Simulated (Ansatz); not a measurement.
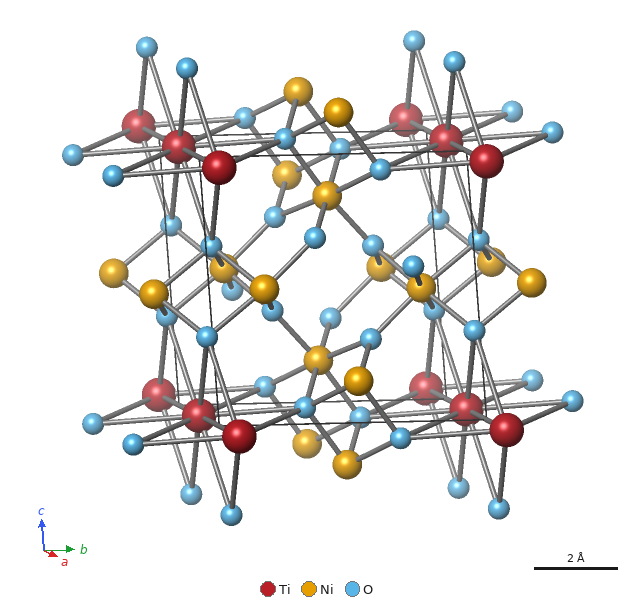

A ball-and-stick rendering, viewed slightly off an axis. The edges of the simulation cell are marked. The first bonded neighbours in the surrounding cells are also shown.

```
CELL_PARAMETERS angstrom
0.00000 0.00000 2.85180
4.49312 -4.49312 1.42590
4.49312 4.49312 -1.42590
ATOMIC_POSITIONS crystal
Ti 0.50000 0.00000 0.00000
Ni 0.16757 0.18266 0.51780
Ni 0.35023 0.48220 0.18266
Ni 0.83243 0.81734 0.48220
Ni 0.64977 0.51780 0.81734
O 0.19834 0.95073 0.34741
O 0.14907 0.65259 0.95073
O 0.80166 0.04927 0.65259
O 0.85093 0.34741 0.04927
O 0.15802 0.38716 0.70320
O 0.54518 0.29680 0.38716
O 0.84198 0.61284 0.29680
O 0.45482 0.70320 0.61284
```

The calculation used DFT, PAW plane waves, r2SCAN (Ansatz), with a 500 eV plane-wave basis, a 7×7×7 mesh of k-points, Fermi-Dirac smearing of 0.031 eV, no spin polarisation (a spin-restricted run, not always the ground state). The pressure of the cell is 18 GPa.

Question: Predict the Bader charges.

Answer: Ti +1.64 e; Ni +1.52 e; O -1.04 to -0.89 e.

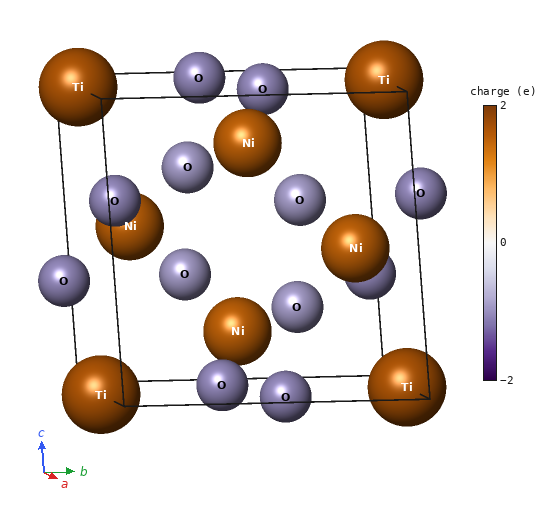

The atoms coloured by those charges.

Note that this is a generated cell, made by putting these elements into a known structure type (the compound may or may not exist in this form), and that it hasn't been relaxed. It was run through Ansatz as a DFT input.

At this level of theory the cell isn't at rest (compressed, at 18 GPa and forces up to 2.9 eV/Å), so its distances can differ from those at equilibrium, the more so the softer the solid.
